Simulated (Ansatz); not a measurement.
# Formation energy and levels of the self-interstitial F_i (4-fold void) in YF3 (Pnma), part 2 of 2

Wanted: the transition levels of a self-interstitial in YF3 (Pnma), from a cell of 64 host atoms with 1 F put in.

Ansatz; place-levels on PBEsol runs: charge-transition levels and formation energies with image-charge correction and potential alignment at the atomic sites.

So far: The structure; Charge states; Placing the levels, PBEsol.

### Step 3. Placing the levels, PBEsol (continued)

Levels between the charges placed, in eV above the valence top:

```tsv
	gap (eV)	(+1/0)	(0/−1)
PBEsol	7.89	-0.02	1.38
```

Corrections by state:

```tsv
charge	moment (μB)	image terms and alignment (eV)	band filling (eV)	ε used	over the lowest of its charge, as the program ranks them, band filling apart (eV)
+1	2.0	0.276	-	principal values (9.91, 10.04, 15.72)	0.000
0	1.0	0.000	-	-	0.000
−1	0.0	0.010	-	principal values (9.91, 10.04, 15.72)	0.000
+1	0.0	0.298	-	principal values (9.91, 10.04, 15.72)	0.044
```

The charged structures listed were also run neutral, and place-levels reads from each pair, by the potential or the spins, how wide the charge is by which they differ; that can be the carrier of either run.

```tsv
charge	rms radius (Å)	spread where it is widest against the cell (Å)	wide from (Å)	reading
+1	2.1	1.57	1.51	wide
−1	3.7	2.31	1.51	wide
```

The neutral runs of these pairs need not share the spin of the lowest neutral state, and very wide values only mean spread over the cell.

From the program's caveats on the states, each cut to its opening words:

- charge +1 (2 μB): it parts from the run at its places by a charge that spreads by about 1.6 Å along one vector (1.5 Å or more is wide), by its potential at epsilon [2.82, 2.74, [...]
- charge +1 (2 μB): flagged: stability check not made
- charge 0 (1 μB): its alignment with the host at atomic sites is doubtful: the mean over the far sites moves by -0.0528 eV from their farther parts to their nearer, more than [...]
- charge 0 (1 μB): its displacements don't fall off away from the defect: farther atoms stand 0.027 Å off the host's places
- charge −1: it parts from the run at its places by a charge that spreads by about 2.3 Å along one vector (1.5 Å or more is wide), by its potential at epsilon [2.82, 2.74, [...]
- charge −1: the far atoms show a dipole or second moment of the defect's charge, for which the correction takes or leaves out 0.169 eV: further moments aren't read, and [...]
- charge +1: its alignment with the host at atomic sites is doubtful: the mean over the far sites moves by -0.0509 eV from their farther parts to their nearer, more than [...]
- charge +1: its displacements don't fall off away from the defect: farther atoms stand 0.05 Å off the host's places

Chemical potentials of the elements' reference phases, run alike. Formation energy by charge state (elemental references; gap 7.89 eV):

```tsv
charge	at valence top (eV)	at conduction bottom (eV)	correction included (eV)
+1	1.58	9.47	0.28
0	1.56	1.56	0.00
−1	2.94	-4.94	0.01
```

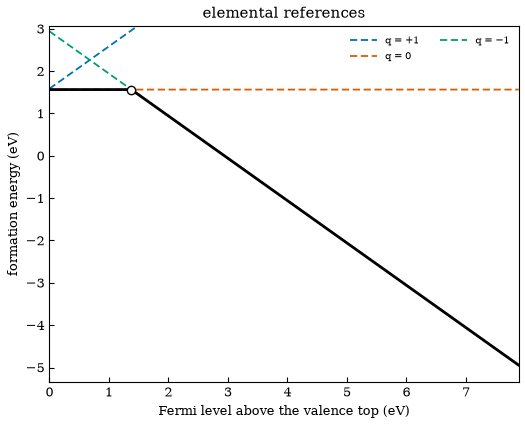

Formation energy against Fermi level; the thick line follows the lowest charge state and circles mark the transition levels.

### Step 4. Effect of the sampling

The relaxations' own energies give the levels at their sampling, for comparison.

File levels.relax_mesh.yaml:

```yaml
host:
  run: host.relax.run
  levels_from: { run: edges.relax.run }
states: [qm1.relax.run, q0_M1.relax.run, qp1.relax.run, qp1_M2.relax.run]
chemical_potentials:
  F:
    energy: -797.642924
    dataset: <sha256 of the dataset>
```

Command:

```
$ ansatz place-levels levels.relax_mesh.yaml -- --threads 4 --pin off --max-ram 7536MiB
```

What it wrote:

```text
(+1/0) 0.015 eV beneath the valence edge, in the valence band
(0/-1) 1.372 eV above the valence edge, 6.514 eV under the conduction edge
formation energy of charge +1: +1.584 eV with the Fermi level at the valence edge
formation energy of charge 0: +1.569 eV with the Fermi level at the valence edge
formation energy of charge -1: +2.941 eV with the Fermi level at the valence edge
  edges by pbesol of host.levels_from (edges.relax.run), its mesh sampled to repeats of 26.21 Å (the valence edge +0.054 eV and the conduction edge -0.116 eV from those of the host's own run), gap 7.885 eV; the host is sampled to repeats of 12.66 Å
[... the lines on each state left out ...]
```

Run time: 0.16 s. Hardware: 4 threads of AMD EPYC 7R13 (Zen 3), shared host.

Levels between neighbouring charges, in eV above the valence top:

```tsv
	gap (eV)	(+1/0)	(0/−1)
one point at (¼, ¼, ¼)	7.89	-0.02	1.37
a 2×2×2 shifted mesh	7.89	-0.02	1.38
```

Going from one point at (¼, ¼, ¼) to a 2×2×2 shifted mesh moves the levels that carry no band-filling term by up to 0.01 eV and formation energies against the elements by up to 0.00 eV.

### Step 5. A changed set-up

In this try the input is made faulty on purpose, to show what that does.

Another version of the file is tried.

levels.try0.yaml is levels.point.yaml with these lines changed:

```diff
-  F:
-    energy: -797.642924
-    dataset: <sha256 of the dataset>
+  F: -797.642924
```

Command:

```
$ ansatz place-levels levels.try0.yaml -- --threads 4 --pin off --max-ram 7536MiB
```

What it wrote:

```text
Error: YAML parse error: error: line 12 column 3: chemical_potentials.F: expected a mapping of `energy` and `dataset` (the content sha256 that the runs behind the energy print of the element's pseudopotential file), got a number
  --> <input>:12:3
   |
10 |   host.point.run: host.relax.run
11 | chemical_potentials:
12 |   F: -797.642924
   |   ^ chemical_potentials.F: expected a mapping of `energy` and `dataset` (the content sha256 that the runs behind the energy print of the element's pseudopotential file), got a number
13 | epsilon: [2.82, 2.74, 2.68]
14 | static_epsilon: [10.04, 9.91, 15.72]
   |
```

The change: chemical potentials as bare numbers.

No levels were formed: the file was rejected.

### Step 6. Results

```yaml
gap_of_the_host: 7.89 eV (PBEsol)
level_plus_1_over_0: 0.02 eV below the valence top
level_0_minus_1: 1.38 eV above the valence top
lowest_of_the_charges_placed_just_above_the_valence_top_0p02_ev: 0
lowest_of_the_charges_placed_just_below_the_conduction_bottom_0p02_ev: −1
lowest_formation_energy_at_mid_gap_of_the_charges_run_elemental_references: -1.00 eV
```

In words: Of the charges placed (−1, 0 and +1), the lowest changes at 1.38 eV (0/−1) above the valence top, in a gap of 7.89 eV. (+1/0) lies 0.02 eV from a band edge, less than the doubt on such levels. Charges below −1 were not placed, so these runs say nothing of levels that involve them. States placed: +1 at 2 μB and 0 μB; 0 at 1 μB; −1 at 0 μB. Other spin states or structures, where not listed, weren't placed. At charge −1 and 0 the atom put in ends up to 2.0 Å from its starting place, so the name tells the start alone and the levels can join different sites. Going from one point at (¼, ¼, ¼) to a 2×2×2 shifted mesh moves the levels that carry no band-filling term by up to 0.01 eV and formation energies against the elements by up to 0.00 eV. The program doubts the alignment of potentials for at least one state, a sign that the cell is small. Limits: the images are only 8.7 Å apart; PBEsol makes the gap too small and tends to spread out bound carriers; where a gas molecule sets a chemical potential or the host's formation energy, its binding is uncorrected.

[Logs are printed without paths, hosts, clocks, repeated set-up lines and the standing remarks that a program may print on its own settings, such as how far it seeks lower states.]

[Hosts, paths, dates, database ids (printed as entryN), source tags and the programs' standing remarks are cut or masked in the printed files.]

[Where a table of states has a column of steps, it counts the stored structures, which are thinned; the runs took as many ionic steps or more.]

[A defect's name tells the site on which it was built; relaxed atoms can leave that site.]

[For some hosts the program warned that the k-mesh of the response run may be too coarse for force constants and the static dielectric constant; such warnings are not shown here.]
